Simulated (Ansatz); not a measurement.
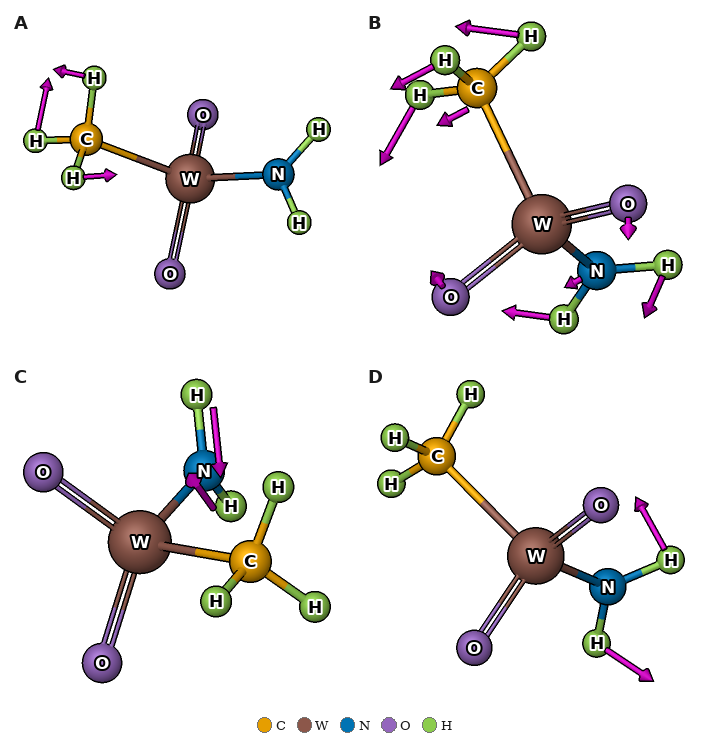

4 normal modes of one molecule or complex, as arrows. The species is neutral and a spin singlet. Harmonic vibrations computed with RKS PBE0-D4/def2-TZVP, core potentials on W (Ansatz 0.2.0) at a stationary point of the same level.

Match the panels to the wavenumbers 195 cm⁻¹, 398 cm⁻¹, 1426 cm⁻¹, 3571 cm⁻¹.

A: 1426 cm⁻¹, H–C–H bending
B: 195 cm⁻¹
C: 3571 cm⁻¹, in-phase stretching of 2 N–H bonds
D: 398 cm⁻¹, a torsion or out-of-plane motion in which bond lengths and bond angles hardly change
